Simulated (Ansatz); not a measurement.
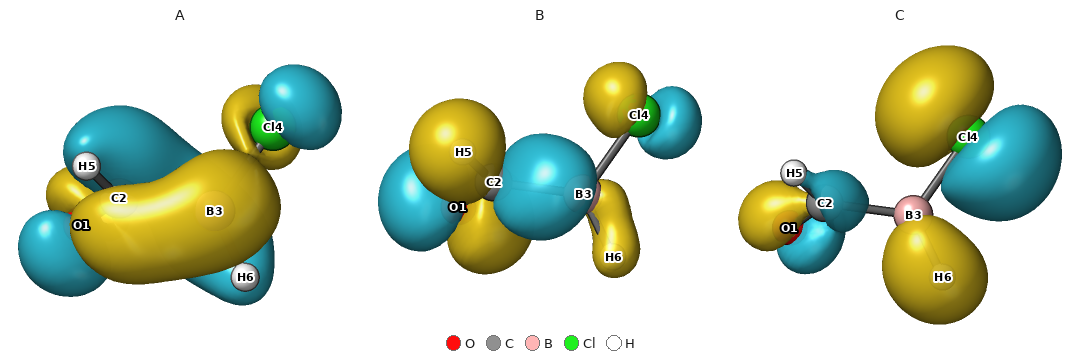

Figure 1: CH₂BClO (SMILES O=CBCl). Three frontier orbitals at ±0.1 Å⁻³ᐟ² (yellow and cyan are the two phases), in no order.

These are results of RKS r2SCAN-D4/def2-SVP (Ansatz 0.2.0), not measurements.

```
atom    x (Å)    y (Å)    z (Å)
   O   1.1157  -0.5282  -1.1620
   C   0.8099  -0.2577  -0.0123
   B  -0.6208   0.4011   0.0733
  Cl  -1.9582  -0.6072   0.5727
   H   1.4867  -0.5258   0.8456
   H  -0.8334   1.5178  -0.3175
```

### Order the three orbitals by energy and name them.

C is the HOMO−1 (−8.29 eV). Its weight (Hirshfeld) is mainly on Cl4 (about 70 %), B3 (about 10 %), H6 (about 10 %) and O1 (about 10 %); largely a lone pair of Cl4. B is the HOMO (−6.19 eV). Its weight (Hirshfeld) is mainly on O1 (about 55 %), C2 (about 15 %), B3 (about 10 %), H5 (about 10 %) and Cl4 (about 5 %). A is the LUMO (−2.83 eV). Its weight (Hirshfeld) is mainly on B3 (about 30 %), C2 (about 25 %), O1 (about 25 %) and Cl4 (about 10 %).

### What is the HOMO–LUMO gap?

3.36 eV between the orbital energies.
